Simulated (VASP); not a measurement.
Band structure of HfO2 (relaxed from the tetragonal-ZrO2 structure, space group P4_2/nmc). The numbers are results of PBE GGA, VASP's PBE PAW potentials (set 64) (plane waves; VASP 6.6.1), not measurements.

Unless said otherwise, spin-orbit coupling is left out, though it shifts the bands of the heavy elements here.

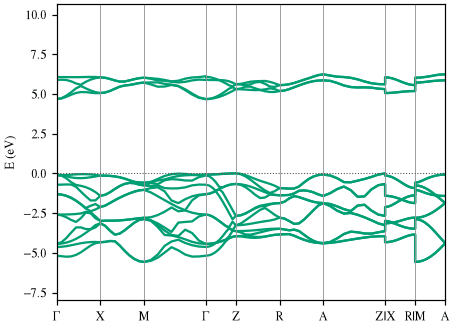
Figure. Bands along high-symmetry lines, zero at the valence-band maximum or, without a gap, the Fermi level

Problem. Read the plot: is there a gap, and where are the band edges?

Solution. The gap is indirect, 4.67 eV, from the valence maximum at Z to the conduction minimum at Γ. (Edges off the drawn lines would not show.)

The structure was generated: HfO2 was put into the tetragonal-ZrO2 type (P4_2/nmc), which need not be its known phase. It was relaxed first.
